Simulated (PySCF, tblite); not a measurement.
# C5H12O3Si: geometry, infrared bands and NMR shifts

Aim: predict the infrared bands and NMR shifts of C5H12O3Si (`C[C@@H]1OCO[SiH2][C@@H](C)O1`).

Programs: tblite 0.8.0 and PySCF 2.14.0, with density-fitted response routines of our own. Each step states its level of theory. These are calculated values for one molecule in the gas phase, unless marked as measured. Atoms are numbered from 0 throughout.

## 1. The molecule as given

21 atoms, charge 0, multiplicity 1; geometry from: force field or distance geometry start.

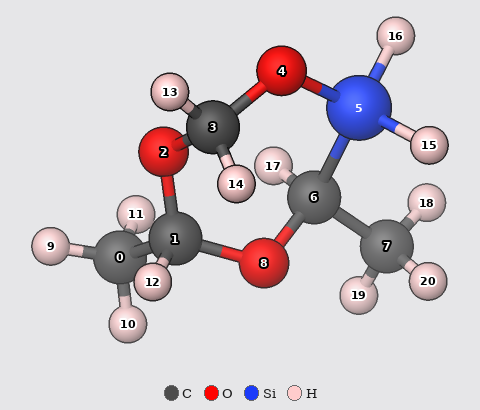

As it starts; carbon dark grey, oxygen red, silicon blue, hydrogen pink, atoms numbered.

## 2. Optimising the geometry with GFN2-xTB

What the job is given:

```
{"job": {"kind": "relax", "xc": "GFN2-xTB", "basis": "xTB"}, "charge": 0, "multiplicity": 1}
C     -2.019100    -1.462900     0.313900
C     -1.262700    -0.225900     0.770100
O     -1.581600     0.856800    -0.066800
C     -0.920300     2.070200     0.274700
O      0.075500     2.412700    -0.661500
Si     1.368700     1.379800    -0.842800
C      0.862600    -0.422000    -0.385600
C      2.081900    -1.345100    -0.248700
O      0.142500    -0.534700     0.865400
H     -3.110600    -1.277200     0.352900
H     -1.792200    -2.331200     0.933700
H     -1.785100    -1.719600    -0.719100
H     -1.598900     0.007200     1.806700
H     -1.665300     2.859600     0.252700
H     -0.518000     2.060100     1.307400
H      2.447200     1.835900     0.089800
H      1.880400     1.435100    -2.232300
H      0.239000    -0.807900    -1.202100
H      2.669600    -1.371000    -1.166300
H      1.754800    -2.369700    -0.020100
H      2.722800    -1.033100     0.577800
```

Started as:

```console
$ OMP_NUM_THREADS=1 python probes_run.py task.json out
```

This one command runs all jobs of the session in turn.

The program printed:

```text
step      E/eV     max force
  0    -838.10706    1.426
  1    -838.21017    0.780
  2    -838.26427    0.522
  3    -838.28346    0.468
  4    -838.31782    0.453
  5    -838.33369    0.340
  6    -838.34783    0.290
  7    -838.35634    0.246
  8    -838.36369    0.214
  9    -838.36920    0.152
 10    -838.37429    0.168
 11    -838.37881    0.139
 12    -838.38306    0.172
 13    -838.38697    0.160
 14    -838.39097    0.145
 15    -838.39525    0.165
 16    -838.39950    0.140
 17    -838.40307    0.113
 18    -838.40571    0.105
 19    -838.40771    0.093
 20    -838.40937    0.087
 21    -838.41066    0.095
 22    -838.41161    0.076
 23    -838.41232    0.052
 24    -838.41287    0.045
 25    -838.41327    0.042
 26    -838.41358    0.040
 27    -838.41391    0.042
 28    -838.41435    0.046
 29    -838.41496    0.050
 30    -838.41565    0.054
 31    -838.41631    0.068
 32    -838.41695    0.065
 33    -838.41763    0.063
 34    -838.41837    0.068
 35    -838.41912    0.067
 36    -838.41982    0.074
 37    -838.42048    0.074
 38    -838.42111    0.063
 39    -838.42169    0.061
 40    -838.42224    0.053
 41    -838.42279    0.054
 42    -838.42337    0.059
 43    -838.42394    0.051
 44    -838.42442    0.043
 45    -838.42482    0.045
 46    -838.42514    0.042
 47    -838.42537    0.037
 48    -838.42551    0.025
 49    -838.42563    0.025
 50    -838.42576    0.031
 51    -838.42590    0.029
 52    -838.42604    0.024
 53    -838.42615    0.025
 54    -838.42628    0.024
 55    -838.42646    0.037
 56    -838.42669    0.044
 57    -838.42693    0.038
 58    -838.42716    0.045
 59    -838.42742    0.041
 60    -838.42776    0.054
 61    -838.42821    0.058
 62    -838.42876    0.054
 63    -838.42943    0.074
 64    -838.43025    0.075
 65    -838.43109    0.079
 66    -838.43171    0.065
 67    -838.43210    0.038
 68    -838.43236    0.031
 69    -838.43256    0.036
 70    -838.43273    0.027
 71    -838.43285    0.018
 72    -838.43293    0.020
 73    -838.43301    0.026
 74    -838.43309    0.026
 75    -838.43318    0.023
 76    -838.43326    0.019
 77    -838.43334    0.023
 78    -838.43341    0.018
 79    -838.43347    0.020
 80    -838.43353    0.019
 81    -838.43359    0.016
 82    -838.43363    0.014
 83    -838.43366    0.012
 84    -838.43370    0.014
 85    -838.43376    0.017
 86    -838.43383    0.025
 87    -838.43393    0.027
 88    -838.43403    0.021
 89    -838.43409    0.018
 90    -838.43414    0.015
 91    -838.43419    0.013
 92    -838.43423    0.015
 93    -838.43427    0.013
 94    -838.43431    0.011
 95    -838.43434    0.009
```

Run time: 0.78 s. Hardware: 1 thread of Arm Neoverse V1, shared host; peak memory 0.18 GiB.

Relaxation path: (not every step is listed)

| step | energy from step 0 (eV) | largest force (eV/Å) |
| --- | --- | --- |
| 0 | 0.0000 | 1.4264 |
| 1 | -0.1031 | 0.7801 |
| 2 | -0.1572 | 0.5222 |
| 3 | -0.1764 | 0.4685 |
| 4 | -0.2108 | 0.4527 |
| 5 | -0.2266 | 0.3401 |
| 6 | -0.2408 | 0.2903 |
| 7 | -0.2493 | 0.2463 |
| 8 | -0.2566 | 0.2143 |
| 16 | -0.2924 | 0.1404 |
| 24 | -0.3058 | 0.0451 |
| 32 | -0.3099 | 0.0653 |
| 40 | -0.3152 | 0.0534 |
| 48 | -0.3184 | 0.0250 |
| 56 | -0.3196 | 0.0437 |
| 64 | -0.3232 | 0.0748 |
| 72 | -0.3259 | 0.0204 |
| 80 | -0.3265 | 0.0188 |
| 88 | -0.3270 | 0.0207 |
| 90 | -0.3271 | 0.0151 |
| 91 | -0.3271 | 0.0131 |
| 92 | -0.3272 | 0.0149 |
| 93 | -0.3272 | 0.0128 |
| 94 | -0.3272 | 0.0112 |
| 95 | -0.3273 | 0.0094 |

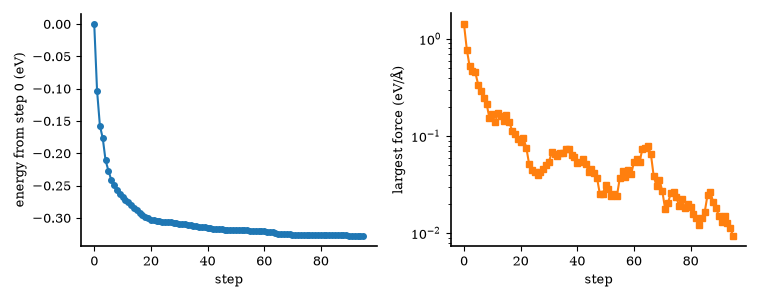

Energy and largest force along the relaxation.

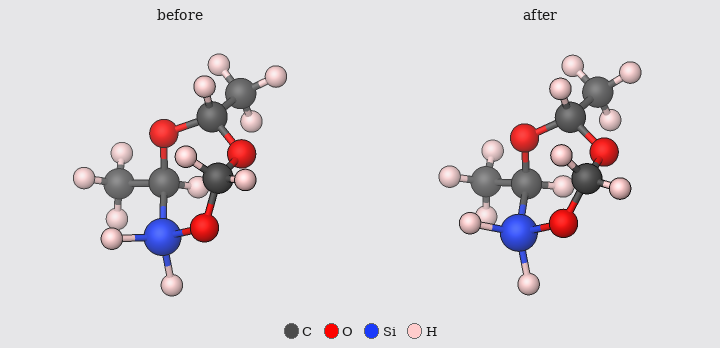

The geometry before (left) and after (right).

Distances of close pairs at the start and the end, largest changes first:

| bond | before (Å) | after (Å) | change (Å) |
| --- | --- | --- | --- |
| C1–O8 | 1.442 | 1.388 | -0.054 |
| O4–Si5 | 1.665 | 1.628 | -0.036 |
| O2–C3 | 1.423 | 1.389 | -0.034 |
| Si5–H15 | 1.497 | 1.463 | -0.034 |
| Si5–H16 | 1.482 | 1.454 | -0.027 |
| C0–H9 | 1.108 | 1.085 | -0.023 |
| C3–O4 | 1.409 | 1.387 | -0.022 |
| C6–C7 | 1.535 | 1.519 | -0.016 |

The next job starts from the end point, and lists it.

## 3. Harmonic vibrations with GFN2-xTB

What the job is given:

```
{"job": {"kind": "ir", "xc": "GFN2-xTB", "basis": "xTB"}, "charge": 0, "multiplicity": 1}
C     -1.898747    -1.467735     0.394128
C     -1.148667    -0.200047     0.800685
O     -1.587128     0.826444    -0.068259
C     -1.041325     2.086488     0.143977
O      0.121353     2.320149    -0.576020
Si     1.457227     1.393412    -0.668513
C      0.899573    -0.424435    -0.446181
C      1.989363    -1.479776    -0.365261
O      0.231093    -0.348145     0.838852
H     -2.963602    -1.308235     0.526613
H     -1.567087    -2.292987     1.017385
H     -1.709617    -1.699826    -0.649771
H     -1.410369     0.068619     1.841104
H     -1.785415     2.807988    -0.215029
H     -0.852653     2.247662     1.218551
H      2.355050     1.684855     0.449745
H      1.950656     1.729203    -1.994848
H      0.170803    -0.719255    -1.207406
H      2.527417    -1.511599    -1.308580
H      1.565891    -2.461474    -0.161422
H      2.687263    -1.234362     0.429779
```

The program printed:

```text
mode    cm-1     km/mol
  1      66.3      0.83
  2     110.5      6.26
  3     139.6      3.38
  4     146.0      0.57
  5     188.4      0.42
  6     215.4      1.37
  7     240.7      5.45
  8     264.5     10.75
  9     279.9      4.46
 10     354.1      4.32
 11     379.6      4.86
 12     473.8     30.13
 13     526.2     56.35
 14     580.9     11.14
 15     612.2     45.36
 16     643.6      3.72
 17     703.8     37.39
 18     722.2     97.78
 19     754.0    224.70
 20     782.1    199.76
 21     833.9      0.51
 22     887.3     16.17
 23     950.8     26.17
 24    1002.6     10.90
 25    1039.6    142.95
 26    1046.2     12.37
 27    1074.0      9.54
 28    1082.9     67.70
 29    1110.4    189.42
 30    1117.6    113.75
 31    1137.5    139.24
 32    1159.7    189.12
 33    1243.4     21.60
 34    1260.3      8.33
 35    1294.0      0.17
 36    1307.6     21.29
 37    1337.4     33.83
 38    1354.1     12.32
 39    1382.1     24.92
 40    1398.2      4.31
 41    1450.9      0.17
 42    1463.1      2.56
 43    1479.0      6.36
 44    1480.3      1.19
 45    1500.6      3.53
 46    2256.4    281.79
 47    2337.0    283.28
 48    2825.1     65.16
 49    2840.6     75.19
 50    2917.8     42.17
 51    2929.3     35.62
 52    3020.1     32.43
 53    3044.1     31.35
 54    3050.6      9.64
 55    3052.8     11.38
 56    3053.3     32.34
 57    3063.8     16.53
```

It took 0.9 s on 1 thread of Arm Neoverse V1, shared host; peak memory 0.18 GiB.

Which atoms move in the most intense modes:

| cm⁻¹ | km/mol | atoms |
| --- | --- | --- |
| 754 | 224.7 | H15 41 %, H16 36 %, Si5 11 % |
| 782 | 199.8 | Si5 39 %, H16 17 %, O4 16 %, H15 11 % |
| 1040 | 142.9 | C3 45 %, O2 30 % |
| 1110 | 189.4 | C6 15 %, C3 13 %, O4 12 %, C1 12 % |
| 1138 | 139.2 | C6 26 %, C1 15 %, C7 13 % |
| 1160 | 189.1 | C1 30 % |
| 2256 | 281.8 | H15 96 % |
| 2337 | 283.3 | H16 97 % |

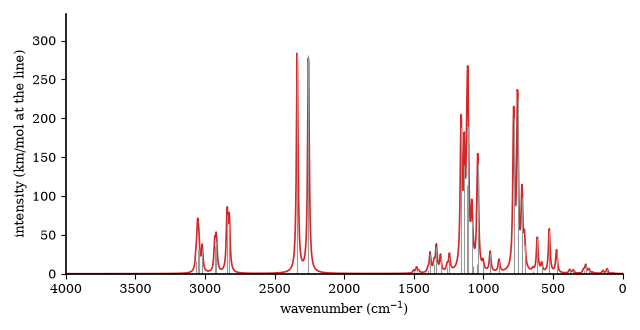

The infrared spectrum from these modes, unscaled. Lines are broadened to a width of 14 cm⁻¹ (Lorentzian).

## 4. Shielding tensors: PBE0/pcSseg-1

The job, as its differences from that of step 3:

```diff
@@ -1,2 +1,2 @@
-{"job": {"kind": "ir", "xc": "GFN2-xTB", "basis": "xTB"}, "charge": 0, "multiplicity": 1}
+{"job": {"kind": "nmr", "xc": "PBE0", "basis": "pcSseg-1"}, "charge": 0, "multiplicity": 1}
 C     -1.898747    -1.467735     0.394128
```

With the program's defaults for keys left out, this is: GIAO PBE0/pcSseg-1 NMR shielding, non-relativistic, gas phase.

The program printed:

```text
coarse grid: 17752 points
cycle   1  E = -712.0265996110  dE =  1.309e+00  |g| = 9.678e-01  |ddm| = 4.011e+00
cycle   2  E = -711.8648318592  dE =  1.618e-01  |g| = 1.362e+00  |ddm| = 1.770e+00
cycle   3  E = -712.1923480102  dE = -3.275e-01  |g| = 1.185e-01  |ddm| = 1.170e+00
cycle   4  E = -712.1944585647  dE = -2.111e-03  |g| = 5.692e-02  |ddm| = 1.214e-01
cycle   5  E = -712.1950569806  dE = -5.984e-04  |g| = 1.428e-02  |ddm| = 4.617e-02
cycle   6  E = -712.1950877338  dE = -3.075e-05  |g| = 4.887e-03  |ddm| = 1.262e-02
cycle   7  E = -712.1950924899  dE = -4.756e-06  |g| = 6.126e-04  |ddm| = 3.980e-03
final grid: 166056 points
cycle   8  E = -712.2819031771  dE = -4.677e-05  |g| = 1.594e-02  |ddm| = 3.595e-02
cycle   9  E = -712.2818586932  dE =  4.448e-05  |g| = 2.253e-02  |ddm| = 2.324e-02
cycle  10  E = -712.2819495612  dE = -9.087e-05  |g| = 1.411e-03  |ddm| = 1.428e-02
cycle  11  E = -712.2819499718  dE = -4.106e-07  |g| = 2.984e-04  |ddm| = 1.405e-03
cycle  12  E = -712.2819499832  dE = -1.141e-08  |g| = 1.701e-04  |ddm| = 3.349e-04
cycle  13  E = -712.2819499883  dE = -5.079e-09  |g| = 2.776e-05  |ddm| = 1.357e-04
cycle  14  E = -712.2819499884  dE = -1.492e-10  |g| = 5.763e-06  |ddm| = 2.961e-05
converged SCF energy = -712.2819499884

GIAO shielding tensors (ppm)
atom      isotropic    diamagn.    paramagn.     s11        s22        s33       span
  0 C      165.982     249.101     -83.120    141.130    167.350    189.465     48.335
  1 C       82.765     242.675    -159.910     65.112     81.794    101.389     36.277
  2 O      192.790     402.340    -209.550    133.454    187.204    257.713    124.259
  3 C       93.477     239.820    -146.343     61.247    100.371    118.814     57.566
  4 O      271.234     397.194    -125.960    199.311    248.020    366.371    167.059
  5 Si     372.275     881.113    -508.838    340.799    358.203    417.822     77.023
  6 C      122.866     253.707    -130.841     84.764    118.681    165.152     80.388
  7 C      169.657     246.118     -76.461    154.330    166.963    187.677     33.347
  8 O      236.119     402.875    -166.755    156.424    251.738    300.196    143.772
  9 H       30.449      29.075       1.374     26.046     28.271     37.030     10.984
 10 H       30.717      30.320       0.397     26.365     28.805     36.981     10.617
 11 H       29.862      31.745      -1.883     25.853     29.920     33.813      7.960
 12 H       26.516      31.565      -5.049     23.597     24.677     31.273      7.676
 13 H       26.165      27.397      -1.232     20.349     26.304     31.843     11.495
 14 H       26.474      29.902      -3.428     22.068     26.296     31.058      8.990
 15 H       27.023      30.471      -3.448     23.316     25.524     32.230      8.914
 16 H       26.796      29.791      -2.995     22.784     25.147     32.457      9.674
 17 H       27.668      35.228      -7.560     24.353     27.808     30.843      6.491
 18 H       30.819      28.862       1.957     26.308     28.120     38.029     11.721
 19 H       30.165      30.066       0.099     25.421     28.807     36.266     10.844
 20 H       30.419      30.227       0.192     26.343     28.742     36.171      9.828
```

Wall time 53 s (1 thread of Arm Neoverse V1, shared host); peak memory 1 GiB.

Shifts follow as δ = σ(reference) − σ, with reference shieldings (ppm) from runs at the same level and on the same kind of geometry: 1H TMS 31.72, 13C TMS 186.9, 29Si TMS 349.2, 17O H2O 336.1. The references are single molecules in the gas phase, so shifts against H2O, NH3, PH3, H3PO4 or CFCl3 are not on the usual liquid scales and can be off by tens of ppm. Atoms listed in one row are averaged.

| atoms | environment | σ (ppm) | δ (ppm) | δ scaled to CDCl3 |
| --- | --- | --- | --- | --- |
| C1 | sp3 carbon bearing two oxygens | 82.8 | 104.2 | 99.7 |
| C3 | sp3 carbon bearing two oxygens | 93.5 | 93.4 | 89.3 |
| C6 | sp3 CH bonded to O and Si | 122.9 | 64.1 | 60.6 |
| C0 | methyl carbon | 166.0 | 20.9 | 18.5 |
| C7 | methyl carbon | 169.7 | 17.3 | 14.9 |
| H13 | hydrogen on an sp3 carbon bearing two oxygens | 26.17 | 5.55 | 5.34 |
| H14 | hydrogen on an sp3 carbon bearing two oxygens | 26.47 | 5.24 | 5.05 |
| H12 | hydrogen on an sp3 carbon bearing two oxygens | 26.52 | 5.20 | 5.01 |
| H16 | hydrogen on a silicon bonded to C, O, in a 7-membered ring | 26.80 | 4.92 | – |
| H15 | hydrogen on a silicon bonded to C, O, in a 7-membered ring | 27.02 | 4.69 | – |
| H17 | hydrogen on an sp3 CH bonded to O and Si | 27.67 | 4.05 | 3.92 |
| H9, H10, H11 | hydrogen on a methyl carbon | 30.34 | 1.37 | 1.40 |
| H18, H19, H20 | hydrogen on a methyl carbon | 30.47 | 1.25 | 1.28 |
| O2 | ether oxygen | 192.8 | 143.3 | – |
| O8 | ether oxygen | 236.1 | 100.0 | – |
| O4 | oxygen bonded to C, Si, in a 7-membered ring | 271.2 | 64.8 | – |
| Si5 | silicon bonded to C, O, 2 H, in a 7-membered ring | 372.3 | -23.1 | – |

The scaled column applies a straight-line fit of computed shieldings to shifts measured in CDCl3 (root-mean-square error 0.16 ppm for H, 1.9 ppm for C).

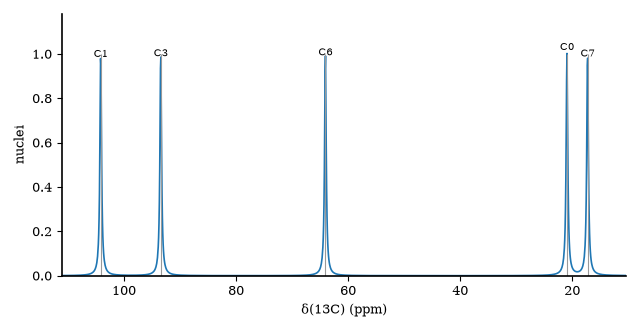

13C lines at the computed shifts, without couplings. Lines are broadened to a width of 0.35 ppm (Lorentzian).

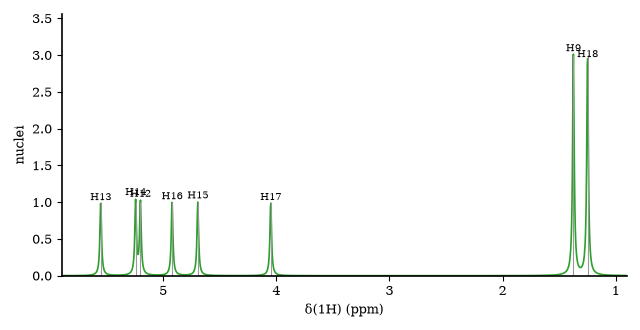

1H lines at the computed shifts, without couplings. Lines are broadened to a width of 0.02 ppm (Lorentzian).

The run also stored atomic charges by several schemes (e):

| atoms | Mulliken | IAO | Hirshfeld | ESP fit |
| --- | --- | --- | --- | --- |
| C0 | -0.22 | -0.44 | -0.13 | -0.61 |
| C1 | 0.23 | 0.27 | 0.11 | 0.51 |
| O2 | -0.51 | -0.41 | -0.14 | -0.39 |
| C3 | 0.35 | 0.14 | 0.07 | 0.09 |
| O4 | -0.64 | -0.65 | -0.24 | -0.39 |
| Si5 | 0.90 | 0.99 | 0.38 | 0.52 |
| C6 | -0.30 | -0.20 | -0.05 | 0.28 |
| C7 | -0.21 | -0.42 | -0.12 | -0.58 |
| O8 | -0.52 | -0.41 | -0.14 | -0.47 |

Hirshfeld charges:

C0 -0.13; C1 0.11; O2 -0.14; C3 0.07; O4 -0.24; Si5 0.38; C6 -0.05; C7 -0.12; O8 -0.14; H9 0.05; H10 0.05; H11 0.04; H12 0.04; H13 0.05; H14 0.03; H15 -0.08; H16 -0.08; H17 0.03; H18 0.05; H19 0.04; H20 0.04

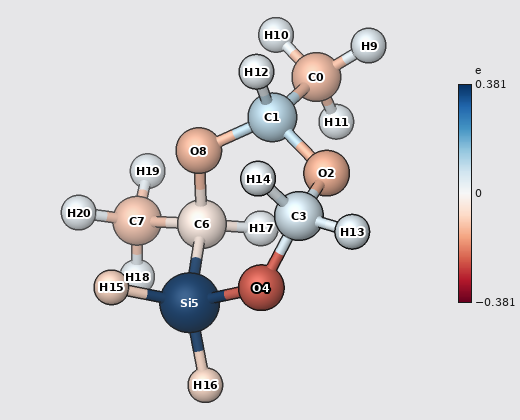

Hirshfeld charges, as colours on the atoms.

Mayer bond orders: C0–C1 1.05, C1–O2 0.91, O2–C3 0.96, C3–O4 0.93, O4–Si5 0.97, Si5–C6 0.85, C6–C7 1.07, C6–O8 0.80, O8–C1 0.96.

Ring of atoms C1, O2, C3, O4, Si5, C6, O8: NICS(0) -2.6, NICS(1) -1.9, NICS(1)zz 2.8 ppm (means of both faces).

The fields below are evaluated on a grid from the run's orbitals.

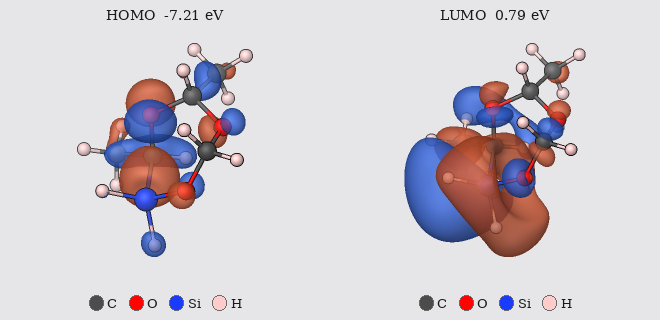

Frontier orbitals at PBE0/pcSseg-1; each surface holds 70 % of the orbital's density, blue and red mark the sign.

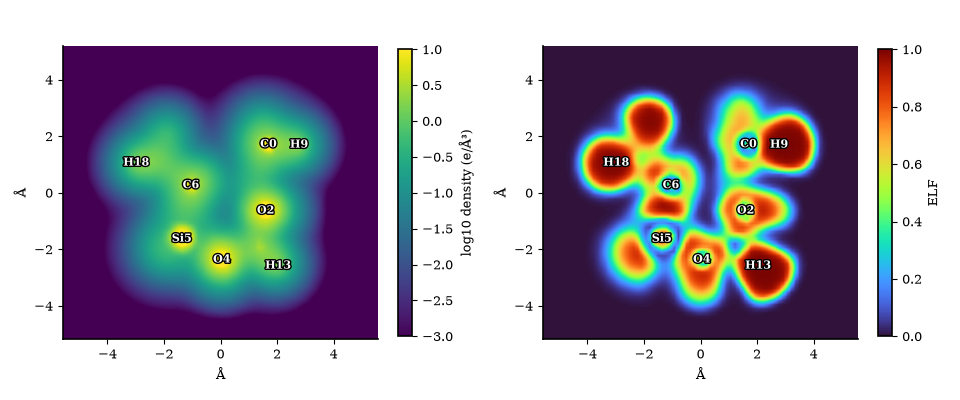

Density (left) and ELF (right) in a plane through or near 8 of the atoms.

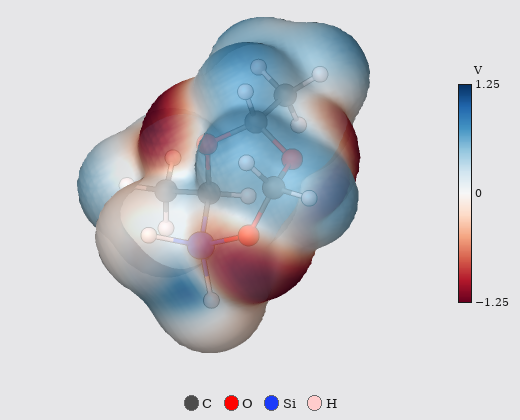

Electrostatic potential on the surface of density 0.002 e/bohr³; red is low, blue high. It runs from -1.25 V near O4 to 0.93 V near H16.

## 5. What came out

| quantity | value |
| --- | --- |
| strongest single infrared mode (GFN2-xTB) | 2337 cm⁻¹, 283 km/mol |
| zero-point energy (GFN2-xTB) | 104.3 kcal/mol |
| 13C shifts against TMS (PBE0/pcSseg-1) | 104.2, 93.4, 64.1, 20.9, 17.3 ppm |
| 1H shifts against TMS (PBE0/pcSseg-1, means over atoms taken as alike) | 5.55, 5.24, 5.20, 4.92, 4.69, 4.05, 1.37, 1.25 ppm |
| 17O shifts against H2O (PBE0/pcSseg-1) | 143.3, 100.0, 64.8 ppm |
| 29Si shifts against TMS (PBE0/pcSseg-1) | -23.1 ppm |
| surface potential, least and greatest | -1.25 V and 0.93 V |

What this shows: Relaxing lowered the energy by 0.327 eV in 95 steps; the close pair that moved most is C1–O8, from 1.442 to 1.388 Å. All 57 modes are real, so the xTB geometry is a minimum. The strongest single mode, at 2337 cm⁻¹, moves mainly H16. Unscaled tight-binding wavenumbers are off by several per cent, some by more. Its intensities can rank the bands wrongly. At PBE0/pcSseg-1: Shielding is most anisotropic at O4 (span 167 ppm, paramagnetic term -126 ppm).
